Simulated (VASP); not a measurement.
Band structure of NaF (rock salt). These are vdW-DF-cx, VASP's PBE PAW potentials (set 64) (plane waves; VASP 6.6.1) values and carry that method's errors.

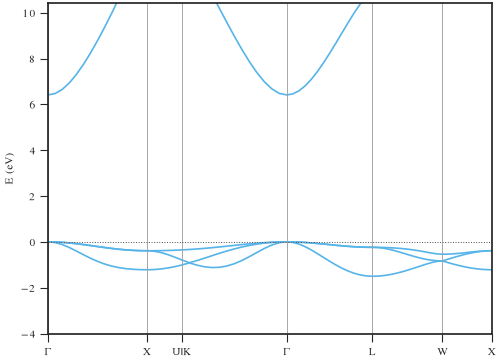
Figure. Bands along high-symmetry lines, zero at the valence-band maximum or, without a gap, the Fermi level

Question: Read the plot: is there a gap, and where are the band edges?

Answer: The gap is direct, 6.41 eV, from the valence maximum at Γ to the conduction minimum at Γ. (Edges off the drawn lines would not show.)

Measured: gap 11.70 eV (computed value off by -5.29 eV), as given by David Koller et al., Journal of Physics Condensed Matter (2013), arXiv:1304.4470.

The compound is NaF in the rock salt structure. It was relaxed first.
